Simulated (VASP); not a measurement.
Band structure of CoSn (sg191). Level of theory: r2SCAN meta-GGA, VASP's PBE PAW potentials (set 64) (plane waves; VASP).

Unless said otherwise, spin-orbit coupling is left out, though it shifts the bands of the heavy elements here.

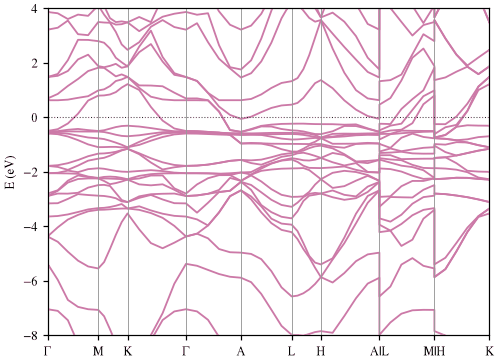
*Bands along high-symmetry lines, zero at the valence-band maximum or, without a gap, the Fermi level*

**Question.** Read the plot: is there a gap, and where are the band edges?

**Answer.** It has no gap at this level: it comes out as a metal or semimetal.

The compound is CoSn in the sg191 structure. It was relaxed first. The run is not spin-polarised, so no magnetic state was tried. The electron count is odd and the run is not spin-polarised, which forces a metal.
